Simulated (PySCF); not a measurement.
Zn(F)(OSiH3), SMILES [F][Zn][O][SiH3] (H3FOSiZn), PBE0/def2-SVP optimised geometry. Atoms within 1.6 Å of the plane z = 0.0 Å (x, y, z in Å): O3 (-1.05, -1.13, -1.29), Si4 (-0.45, -0.30, 0.00), H5 (1.05, -0.30, 0.00), H6 (-0.92, -0.94, 1.27), H7 (-0.89, 1.13, 0.00).

Computed with PBE0/def2-TZVP (PySCF). Cells within 0.4 Å of a nucleus heavier than hydrogen are left out (blank, or x).

Map of the HOMO−1 amplitude (bohr^(-3/2)) on the plane z = 0.0 Å; orbital energy -8.76 eV, overall sign arbitrary:

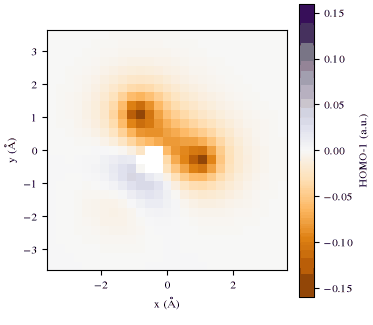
Figure. HOMO−1 amplitude (bohr^(-3/2)) on the plane z = 0.0 Å.
